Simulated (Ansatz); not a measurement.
Cell of fluorite-type NiSi2 (0 0 1) on Si0.875Ge0.125, ordered (0 0 1), P on 2 of 2 substrate sites at each interface (film strained to the substrate, faces as cut), with its geometry taken from a PBE run:

```yaml
crystal:
  lattice:
    - [5.50004, 0.00035, -0.09929]
    - [0.00159, 5.49852, 0.15174]
    - [1.84032, -2.08115, 23.83297]
  atoms:
    - { symbol: Ge, position: [0.97764, 0.16274, 0.15138] }
    - { symbol: Si, position: [0.45246, 0.68799, 0.15153] }
    - { symbol: Si, position: [0.20229, 0.93803, 0.21300] }
    - { symbol: Si, position: [0.69780, 0.44244, 0.20586] }
    - { symbol: P, position: [0.57442, 0.23151, 0.04219] }
    - { symbol: P, position: [0.90867, 0.56560, 0.04217] }
    - { symbol: Si, position: [0.72473, 0.90892, 0.09313] }
    - { symbol: Si, position: [0.23126, 0.41552, 0.09314] }
    - { symbol: Ge, position: [0.91481, 0.22578, 0.38119] }
    - { symbol: Si, position: [0.41099, 0.72964, 0.38076] }
    - { symbol: Si, position: [0.15122, 0.98955, 0.44006] }
    - { symbol: Si, position: [0.64383, 0.49691, 0.43888] }
    - { symbol: Si, position: [0.43891, 0.21133, 0.26616] }
    - { symbol: Si, position: [0.92911, 0.70149, 0.26615] }
    - { symbol: Si, position: [0.66667, 0.96836, 0.32296] }
    - { symbol: Si, position: [0.17212, 0.47379, 0.32297] }
    - { symbol: P, position: [0.30654, 0.33286, 0.48788] }
    - { symbol: P, position: [0.80774, 0.83415, 0.48789] }
    - { symbol: Ni, position: [0.07063, 0.57173, 0.73664] }
    - { symbol: Ni, position: [0.56898, 0.07015, 0.73665] }
    - { symbol: Ni, position: [0.59841, 0.54236, 0.62671] }
    - { symbol: Ni, position: [0.09831, 0.04247, 0.62661] }
    - { symbol: Ni, position: [0.01433, 0.62806, 0.95460] }
    - { symbol: Ni, position: [0.51292, 0.12663, 0.95456] }
    - { symbol: Ni, position: [0.54223, 0.59891, 0.84528] }
    - { symbol: Ni, position: [0.04084, 0.10019, 0.84544] }
    - { symbol: Si, position: [0.33532, 0.80535, 0.68095] }
    - { symbol: Si, position: [0.83540, 0.30531, 0.68099] }
    - { symbol: Si, position: [0.83295, 0.80793, 0.68136] }
    - { symbol: Si, position: [0.33287, 0.30794, 0.68136] }
    - { symbol: Si, position: [0.94180, 0.69819, 0.56820] }
    - { symbol: Si, position: [0.44253, 0.19898, 0.56821] }
    - { symbol: Si, position: [0.37442, 0.76627, 0.57097] }
    - { symbol: Si, position: [0.87481, 0.26598, 0.57087] }
    - { symbol: Si, position: [0.27674, 0.86413, 0.90498] }
    - { symbol: Si, position: [0.77650, 0.36455, 0.90437] }
    - { symbol: Si, position: [0.77647, 0.86411, 0.90501] }
    - { symbol: Si, position: [0.27703, 0.36475, 0.90500] }
    - { symbol: Si, position: [0.80547, 0.83550, 0.79287] }
    - { symbol: Si, position: [0.30529, 0.33552, 0.79288] }
    - { symbol: Si, position: [0.30491, 0.83590, 0.79273] }
    - { symbol: Si, position: [0.80516, 0.33579, 0.79205] }
```

All values below come from r2SCAN (plane waves to 500 eV, PAW; Ansatz, an electronic-structure program). Spin–orbit coupling is left out; the runs are not spin-polarised. Its k-point mesh 5×5×1, Fermi–Dirac width 0.05 eV.

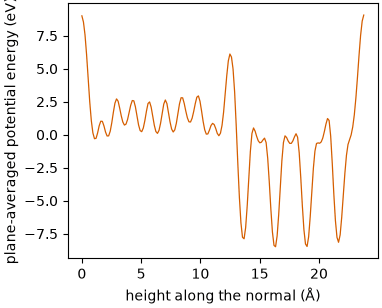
*Smooth (PAW) electrostatic potential energy of an electron, averaged over planes, about its mean*

The curve spans 17.6 eV over the stretch drawn.
